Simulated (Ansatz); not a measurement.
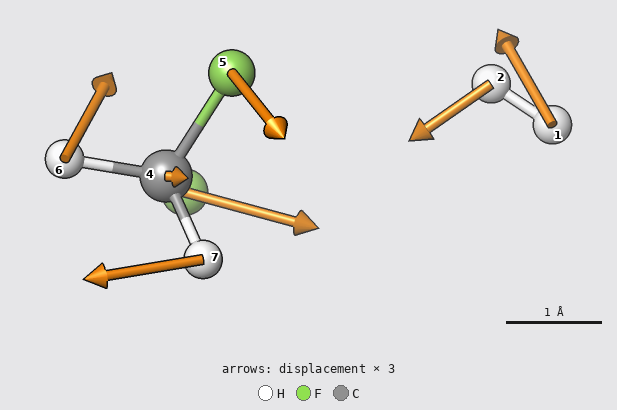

This is a relaxation of CH$_{4}$F$_{2}$ (coarse preliminary run). The starting structure is drawn; orange arrows show the displacements, 3 times their true length. The two geometries are superimposed by the best rigid fit.

The picture is a ball-and-stick view, seen from a free direction.

Level of theory: Ansatz, RKS PBE-D4/def2-SVP. Settings: force threshold 0.03 eV/Å; at most 250 steps.

Describe the change and its energy.

Answer. The largest move after the best rigid fit is that of an F atom, 0.52 Å. By element the largest moves are F 0.52 Å, H 0.49 Å, C 0.09 Å. Among the contacts that change: C–H 1.098 → 1.115 Å, C–F 1.344 → 1.361 Å, H–H 0.780 → 0.769 Å. After 16 geometry steps the energy has fallen by 0.060 eV. Largest force component: 0.77 eV/Å at the start, 0.019 eV/Å at the end. The forces were under the threshold at step 6, but the run went on from there.

Limits of the set-up: the start holds two separate molecules, 2.9 Å apart at their closest, whose relative position is a soft coordinate.
